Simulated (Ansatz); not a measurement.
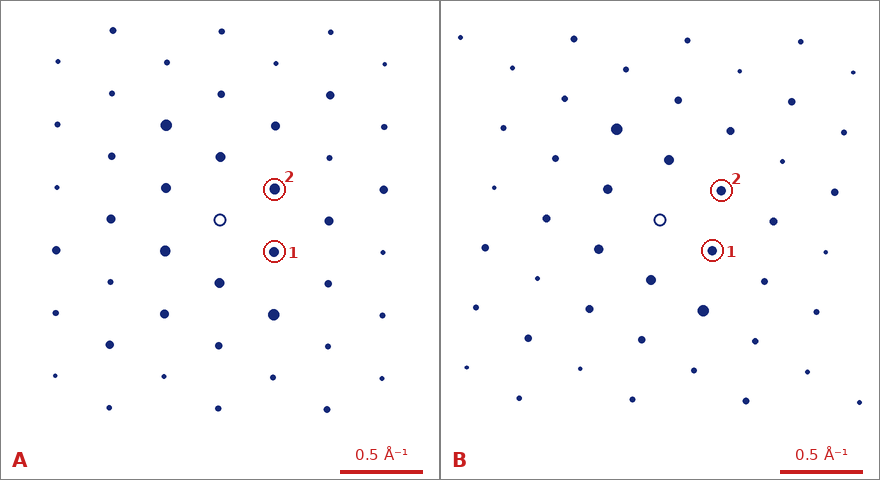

Kinematic electron diffraction patterns (200 kV, B = 0.5 Å², same scale) along [010] of the run's own cell, for the start and the end of one relaxation of Se2O with DFT PBE, scalar-relativistic, plane waves, PAW in Ansatz. k mesh 8×4×12. The start is a generated model structure, and the relaxation ends in the nearest stationary point of its symmetry, not necessarily the ground state. Spot 1 is -1 0 -1 and spot 2 is -2 0 0 in both.

Start structure:

```yaml
crystal:
  lattice:
    - [4.81670, 0.00000, 0.00000]
    - [0.00000, 9.09746, 0.00000]
    - [0.00000, 0.00000, 3.26293]
  atoms:
    - { symbol: Se, position: [0.19113, 0.43181, 0.00000] }
    - { symbol: Se, position: [0.80887, 0.56819, 0.00000] }
    - { symbol: Se, position: [0.69113, 0.06819, 0.50000] }
    - { symbol: Se, position: [0.30887, 0.93181, 0.50000] }
    - { symbol: O, position: [0.00000, 0.00000, 0.00000] }
    - { symbol: O, position: [0.50000, 0.50000, 0.50000] }
```

> Which pattern belongs to the start structure, and which to the relaxed one?

B is the start: its cell gives d(1) = 2.701 Å, d(2) = 2.408 Å and an angle of 55.9°. A is the relaxed structure, with d(1) = 2.603 Å (-3.7 %), d(2) = 2.600 Å (+7.9 %) and 60.0°.

> What did the relaxation do to the structure and the energy?

The volume changed by +3.2 % to 24.59 Å³ an atom; with the mean shift removed, the atoms moved by up to 0.09 Å relative to the cell (Se most); the space group stayed Pnnm (No. 58); the free energy fell by 15 meV an atom. Relaxed cell: a = 5.199 Å, b = 9.439 Å, c = 3.006 Å, α = 90.00°, β = 90.00°, γ = 90.00°.
